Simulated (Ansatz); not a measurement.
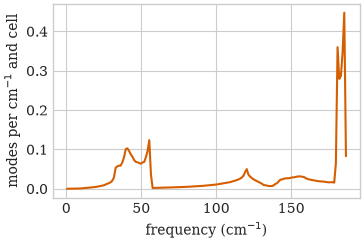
Figure: Phonon density of states of Sn (diamond, Fd-3m), 2 atoms a cell, plane-wave PAW LDA (Ansatz code)

Problem. Estimate the mean frequency and the zero-point energy.

Solution. The mean is about 120 cm⁻¹, and (3/2)ħ⟨ω⟩ gives 22.4 meV/atom.

Problem. What share of the Dulong–Petit heat capacity is reached at 100 K and at 300 K?

Solution. 76 % and 97 %.

This is a known low-temperature phase of the composition, computed here at zero pressure and temperature. Symmetry was held in the LDA relaxation; its stability against distortions is not shown here. As this level gives no gap, phonon frequencies hold no LO–TO term and depend on the k-mesh and smearing (Fermi–Dirac, 0.1 eV here). Spin–orbit coupling is left out wherever it is not named.

Potentials: the earlier of the program's two PAW sets. The files were generated under PBE; for other functionals the program regenerates the frozen cores, and for LDA and PBEsol the local potential too.
